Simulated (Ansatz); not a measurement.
**AlH5N2O: two geometries relaxed**

Are the two ends of the inversion of the pyramid at N1 separate minima, and which lies lower? Each is relaxed from a guess. SMILES of the start: [NH2][Al]([NH2])[OH].

All numbers below are computed with Ansatz 0.2.0 (RKS r2SCAN-D4/def2-SVP).

### 1 The starting structure

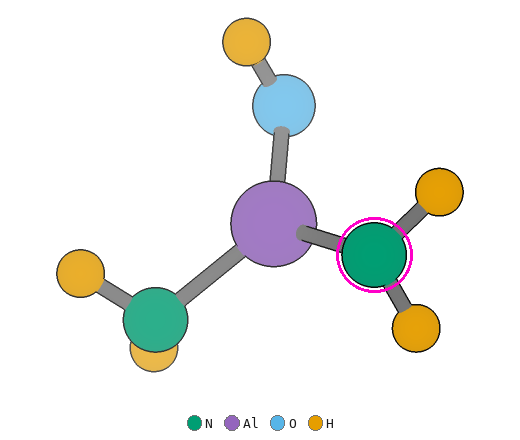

Start, viewed from a chosen angle; nitrogen teal, aluminium purple, oxygen blue, hydrogen amber. Ringed: N1.

Coordinates:

```xyz
9

N    -0.2139    1.3902   -1.1776
Al   -0.1051    0.0000    0.0637
N     1.3447   -1.1998   -0.0593
O    -1.2914   -0.2042    1.3721
H    -0.3706    0.9926   -2.1500
H    -1.1582    1.9427   -0.9746
H     1.8909   -1.1642    0.8819
H     1.0167   -2.1443   -0.1506
H    -1.0246    0.3408    2.1773
```

### 2 Relaxing end A

input.yaml reads:

```yaml
crystal:
  periodic: [false, false, false]
  atoms:
    - { symbol: "N", position_ang: [-0.2139, 1.3902, -1.1776] }
    - { symbol: Al, position_ang: [-0.1051, 0.0, 0.0637] }
    - { symbol: "N", position_ang: [1.3447, -1.1998, -0.0593] }
    - { symbol: O, position_ang: [-1.2914, -0.2042, 1.3721] }
    - { symbol: H, position_ang: [-0.3706, 0.9926, -2.15] }
    - { symbol: H, position_ang: [-1.1582, 1.9427, -0.9746] }
    - { symbol: H, position_ang: [1.8909, -1.1642, 0.8819] }
    - { symbol: H, position_ang: [1.0167, -2.1443, -0.1506] }
    - { symbol: H, position_ang: [-1.0246, 0.3408, 2.1773] }
basis:
  gaussian: { orbitals: def2-SVP }
hamiltonian:
  xc: r2scan
  dispersion: d4
relax:
  f_tol: 0.015
  max_steps: 40
output:
  orbitals: {}
```

Run with:

```bash
$ ansatz run input.yaml --threads 2 --pin off --max-ram 3072MiB --backend cpu --events-out ev --progress --plain --runs-dir out
```

Standard output, shortened:

```text
Warning: RAYON_NUM_THREADS=2 ignored (pool sized by the plan → 2); use --threads N
[...]
Functional definition: r2SCAN
[...]
970 factors; their error is unknown
[...]
mean field -11698.30672840 eV, -429.9048428717 hartree, gradient 4.6e-5 eV, S^2 0.000000; 0 other end points of the search recorded, 0 dependent functions left out
[...]
reference -11698.30673979 eV, -429.9048432901 hartree; 20, 20 occupied and 65, 65 virtual orbitals, 970 factors
relax step   1: F+E_penalty+E_count = -11698.34013546 eV  Δ(F+E_penalty+E_count) = +0.000e0 eV  max|allowed force component| = 3.011e0 eV/Å  Δτ_max = 0.0000 Å  (27 SCF iters, accepted)
[...]
relax step   5: F+E_penalty+E_count = -11699.29914572 eV  Δ(F+E_penalty+E_count) = -7.288e-2 eV  max|allowed force component| = 5.164e-1 eV/Å  Δτ_max = 0.1998 Å  (33 SCF iters, accepted)
[...]
relax step   9: F+E_penalty+E_count = -11699.47864793 eV  Δ(F+E_penalty+E_count) = -1.521e-2 eV  max|allowed force component| = 1.910e-1 eV/Å  Δτ_max = 0.2000 Å  (28 SCF iters, accepted)
[...]
relax step  13: F+E_penalty+E_count = -11699.48292825 eV  Δ(F+E_penalty+E_count) = -2.435e-4 eV  max|allowed force component| = 2.502e-2 eV/Å  Δτ_max = 0.0342 Å  (28 SCF iters, accepted)
[...]
relax step  15: F+E_penalty+E_count = -11699.48293107 eV  Δ(F+E_penalty+E_count) = +2.016e-4 eV  max|allowed force component| = 3.465e-2 eV/Å  Δτ_max = 0.0143 Å  (27 SCF iters, rejected (line search))
[...]
relax step  16: F+E_penalty+E_count = -11699.48322243 eV  Δ(F+E_penalty+E_count) = -8.971e-5 eV  max|allowed force component| = 2.898e-3 eV/Å  Δτ_max = 0.0071 Å  (29 SCF iters, accepted)
970 factors; their error is unknown
[...]
mean field -11699.44893274 eV, -429.9468181067 hartree, gradient 1.8e-5 eV, S^2 0.000000; 1 other end points of the search recorded, 0 dependent functions left out
[...]
reference -11699.44894373 eV, -429.9468185108 hartree; 20, 20 occupied and 65, 65 virtual orbitals, 970 factors
Total energy: -11699.48323342 eV, -429.9480786336 hartree
Atom 0 at    -0.363302     1.206363    -1.155186 Å, force     0.000489     0.000092    -0.000836 eV/Å
Atom 1 at    -0.185501     0.048188     0.170962 Å, force    -0.000710    -0.001345     0.001461 eV/Å
Atom 2 at     1.109059    -1.166805     0.159596 Å, force    -0.000083     0.000460    -0.000136 eV/Å
Atom 3 at    -1.319800     0.172240     1.439909 Å, force     0.000646    -0.000372     0.001811 eV/Å
Atom 4 at     0.209244     1.264477    -1.989455 Å, force    -0.001015     0.001400     0.000472 eV/Å
Atom 5 at    -1.082191     1.921514    -1.183299 Å, force     0.000278    -0.000636    -0.000048 eV/Å
Atom 6 at     1.809094    -1.263831    -0.568642 Å, force    -0.000197    -0.001898     0.001366 eV/Å
Atom 7 at     1.268629    -1.873015     0.869759 Å, force     0.000605     0.001329    -0.001193 eV/Å
Atom 8 at    -1.356732    -0.355332     2.239258 Å, force    -0.000012     0.000970    -0.002898 eV/Å
Dipole moment:     0.248507    -0.209980    -0.023103 e Å
```

Run time: 42 s. Hardware: 2 threads of Arm Neoverse V1, shared host; peak memory 0.14 GiB.

Relaxation path:

| step | energy from step 1 (eV) | largest force component (eV/Å) |
| --- | --- | --- |
| 1 | 0.0000 | 3.0114 |
| 2 | -0.4481 | 1.6154 |
| 3 | -0.7975 | 0.7400 |
| 4 | -0.8861 | 0.2460 |
| 5 | -0.9590 | 0.5164 |
| 6 | -1.0320 | 0.4123 |
| 7 | -1.0892 | 0.3247 |
| 8 | -1.1233 | 0.1118 |
| 9 | -1.1385 | 0.1910 |
| 10 | -1.1417 | 0.0254 |
| 11 | -1.1426 | 0.0169 |
| 12x | -1.1422 | 0.1506 |
| 13 | -1.1428 | 0.0250 |
| 14 | -1.1430 | 0.0393 |
| 15x | -1.1428 | 0.0346 |
| 16 | -1.1431 | 0.0029 |

Step 1 is the start. 2 steps were tried and not accepted (marked x).

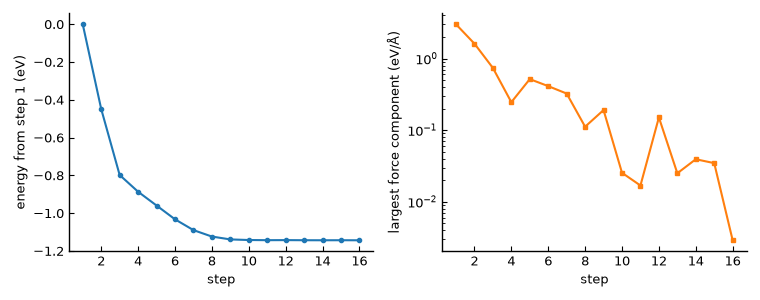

Energy and largest force along the relaxation.

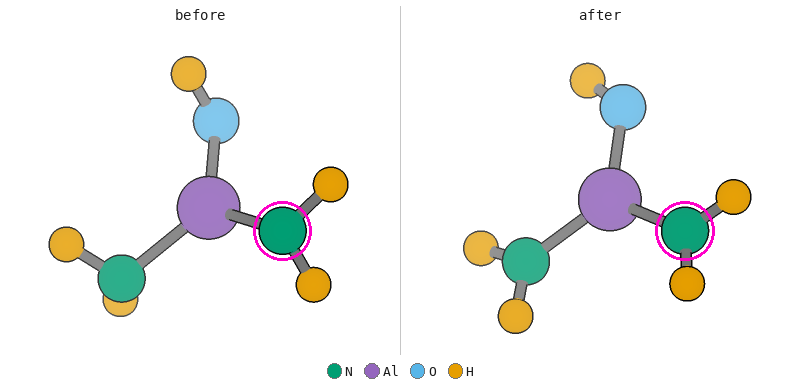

The structure before (left) and after (right), drawn at the same scale.

After: Bond lengths: N1–Al2 1.770 Å, Al2–N3 1.775 Å, Al2–O4 1.707 Å, N1–H5 1.014 Å, N1–H6 1.014 Å, N3–H7 1.015 Å, N3–H8 1.014 Å, O4–H9 0.958 Å. Angles: N1–Al2–N3 121.1°, N1–Al2–O4 116.3°, N3–Al2–O4 122.6°, Al2–N1–H5 126.7°, Al2–N1–H6 123.6°, H5–N1–H6 109.7°, Al2–N3–H7 125.0°, Al2–N3–H8 125.9°, H7–N3–H8 109.1°, Al2–O4–H9 127.3°.

### 3 Relaxing end B

The second end starts from a geometry with the move made by hand.

Changes to input.yaml since step 2:

```diff
@@ -7,4 +7,4 @@
     - { symbol: O, position_ang: [-1.2914, -0.2042, 1.3721] }
-    - { symbol: H, position_ang: [-0.3706, 0.9926, -2.15] }
-    - { symbol: H, position_ang: [-1.1582, 1.9427, -0.9746] }
+    - { symbol: H, position_ang: [0.58849, 1.31786, -1.86979] }
+    - { symbol: H, position_ang: [0.00415, 2.33689, -0.63501] }
     - { symbol: H, position_ang: [1.8909, -1.1642, 0.8819] }
@@ -20,3 +20 @@
   max_steps: 40
-output:
-  orbitals: {}
```

Run with:

```bash
$ ansatz run input.yaml --threads 2 --pin off --max-ram 3072MiB --backend cpu --events-out ev --progress --plain --runs-dir out
```

Standard output, shortened:

```text
Warning: RAYON_NUM_THREADS=2 ignored (pool sized by the plan → 2); use --threads N
[...]
[... 1 set-up line as earlier in the session ...]
[...]
970 factors; their error is unknown
[...]
mean field -11698.24784492 eV, -429.9026789438 hartree, gradient 4.8e-5 eV, S^2 0.000000; 0 other end points of the search recorded, 0 dependent functions left out
[...]
reference -11698.24785635 eV, -429.9026793636 hartree; 20, 20 occupied and 65, 65 virtual orbitals, 970 factors
relax step   1: F+E_penalty+E_count = -11698.28136631 eV  Δ(F+E_penalty+E_count) = +0.000e0 eV  max|allowed force component| = 2.272e0 eV/Å  Δτ_max = 0.0000 Å  (27 SCF iters, accepted)
[...]
relax step   5: F+E_penalty+E_count = -11699.25337465 eV  Δ(F+E_penalty+E_count) = -7.674e-2 eV  max|allowed force component| = 2.990e-1 eV/Å  Δτ_max = 0.2000 Å  (34 SCF iters, accepted)
[...]
Total energy: -11699.48323677 eV, -429.9480787569 hartree
Atom 0 at     0.201778     1.457446    -0.945866 Å, force     0.001007     0.000326    -0.001699 eV/Å
Atom 1 at     0.037911     0.136562     0.220401 Å, force    -0.000007     0.001129     0.000399 eV/Å
Atom 2 at     1.144293    -1.251867     0.197378 Å, force     0.000802    -0.000708    -0.000459 eV/Å
Atom 3 at    -1.232036     0.281302     1.351314 Å, force     0.000602    -0.004637     0.003828 eV/Å
Atom 4 at     0.886706     1.528459    -1.689526 Å, force    -0.000873    -0.000067     0.001262 eV/Å
Atom 5 at    -0.404207     2.270876    -0.960560 Å, force     0.000431    -0.001414     0.000393 eV/Å
Atom 6 at     1.917222    -1.370219    -0.449470 Å, force    -0.002255    -0.000068     0.001183 eV/Å
Atom 7 at     1.107513    -2.051423     0.820235 Å, force     0.000879     0.001659    -0.001239 eV/Å
Atom 8 at    -1.449239    -0.327886     2.058795 Å, force    -0.000586     0.003778    -0.003669 eV/Å
Dipole moment:     0.218823    -0.241969    -0.022818 e Å
```

Run time: 45 s. Hardware: 2 threads of Arm Neoverse V1, shared host; peak memory 0.14 GiB.

The steps of the relaxation:

```
step  energy from step 1 (eV)  largest force component (eV/Å)
   1                   0.0000                          2.2717
   2                  -0.4438                          1.7497
   3                  -0.7415                          0.9458
   4                  -0.8953                          0.3749
   5                  -0.9720                          0.2990
   6                  -1.0428                          0.4761
   7                  -1.1182                          0.4923
   8                  -1.1758                          0.1921
   9                  -1.1988                          0.1386
  10                  -1.1989                          0.2176
  11                  -1.2005                          0.1801
  12                  -1.2015                          0.0051
  13                  -1.2016                          0.0504
  14                  -1.2017                          0.0387
  15                  -1.2018                          0.0315
 16x                  -1.2018                          0.0275
  17                  -1.2019                          0.0046
```

Step 1 is the start. 1 step was tried and not accepted (marked x).

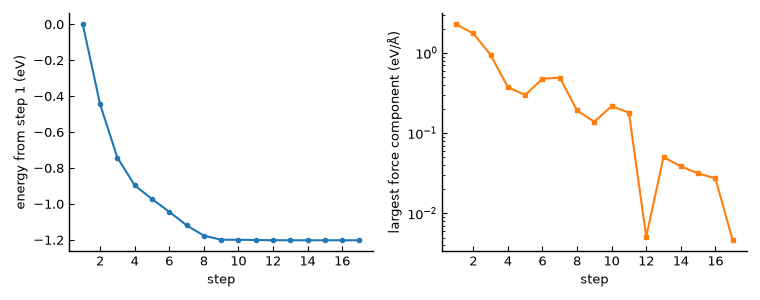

Energy and largest force along the relaxation.

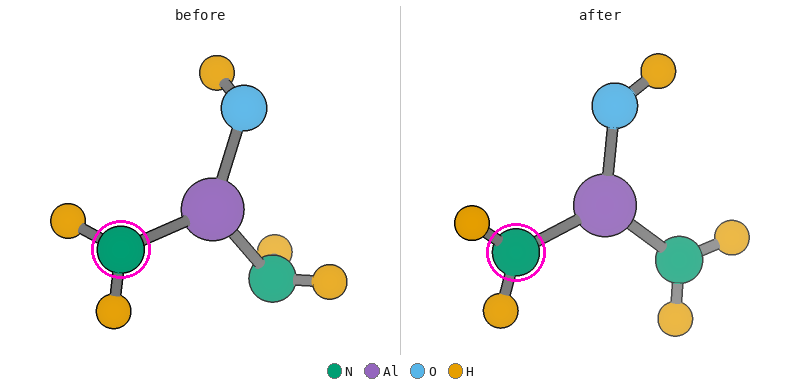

Before and after, at one scale.

After: Bond lengths: N1–Al2 1.770 Å, Al2–N3 1.775 Å, Al2–O4 1.707 Å, N1–H5 1.014 Å, N1–H6 1.014 Å, N3–H7 1.015 Å, N3–H8 1.014 Å, O4–H9 0.959 Å. Angles: N1–Al2–N3 121.2°, N1–Al2–O4 116.3°, N3–Al2–O4 122.6°, Al2–N1–H5 126.8°, Al2–N1–H6 123.6°, H5–N1–H6 109.7°, Al2–N3–H7 125.0°, Al2–N3–H8 125.9°, H7–N3–H8 109.1°, Al2–O4–H9 127.1°.

### 4 Summary of results

| quantity | value |
| --- | --- |
| end A | 13 moves, 1.143 eV lower |
| end B | 15 moves, 1.202 eV lower |
| largest difference between the ends | 0.00 Å |
| end B relative to end A | -0.000 eV |

The two relaxations end at one structure, within 0.00 Å: no second minimum was found from this start, which doesn't rule one out.
